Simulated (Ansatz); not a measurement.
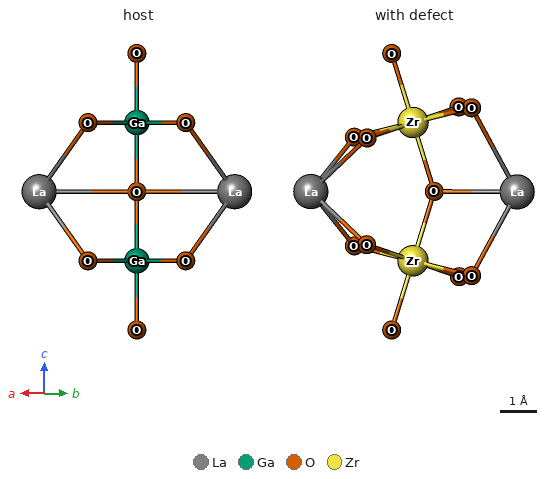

Left: perfect LaGaO3. Right: the same region with a pair of point defects, after relaxing the atoms in a supercell of 40 sites. A ball-and-stick model of the atoms within 4.6 Å of one point, in a slice 5.0 Å thick across the line of sight, seen along [110].

The calculation used Ansatz, DFT, PBEsol, PAW, plane waves. Set-up: plane-wave cutoff 420 eV; k-point mesh 1 × 1 × 1; mesh shifted by (0.25, 0.25, 0.25); collinear spin. Fermi-Dirac smearing of 0.01 eV. The axes drawn are those of the host's conventional cell.

> Which defect is it?

Two gallium atoms are replaced by zirconium, the two sites 3.9 Å apart.

The charge state of the cell is 0.

> What does the relaxation do around it?

One site: in the host the Ga atom has 6 O at 1.93 Å; the Zr atom ends with 6 O at 2.02 to 2.08 Å. The other site: in the host the Ga atom has 6 O at 1.93 Å; the Zr atom ends with 6 O at 2.03 to 2.08 Å. Of the host's atoms, an oxygen atom moves furthest from its site, by 0.60 Å. The cell ends without a net magnetic moment.

Limits of the set-up: the periodic images lie only 7.7 Å apart, so the values are limited by the cell's size.
